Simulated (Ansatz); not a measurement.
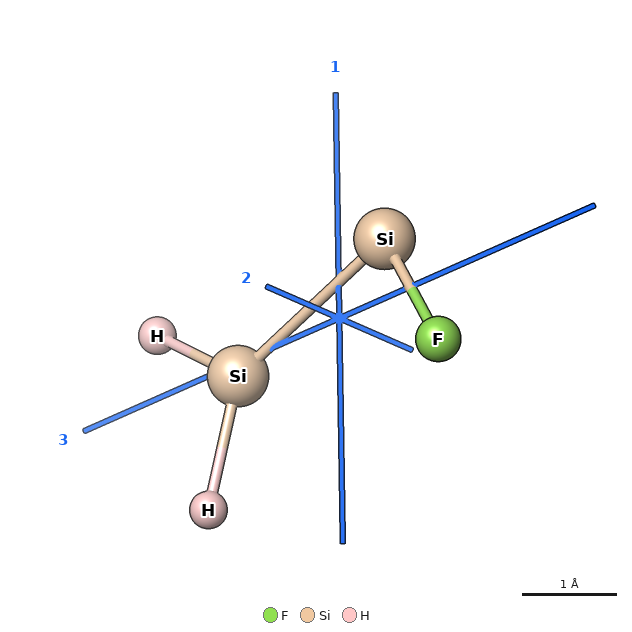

The three principal axes of inertia are drawn and numbered. Atoms fade into the background with distance from the viewer. State: neutral, doublet. The computed structure is the end point of a PBE-D4/def2-SVP optimisation. No frequency run is at hand to confirm it as a minimum. Masses are those of the most abundant isotopes; constants are for the rigid equilibrium geometry.

**Which line is the a axis (least moment of inertia), which b and which c?**

a is line 3, b is line 1, c is line 2; the moments are 28.9, 131, 160 u Å².

**Classify the rotor and give the rotational constants (MHz).**

An asymmetric top (Cs): A = 17496, B = 3852, C = 3157 MHz. Ray's parameter κ is −0.90, close to the prolate limit.
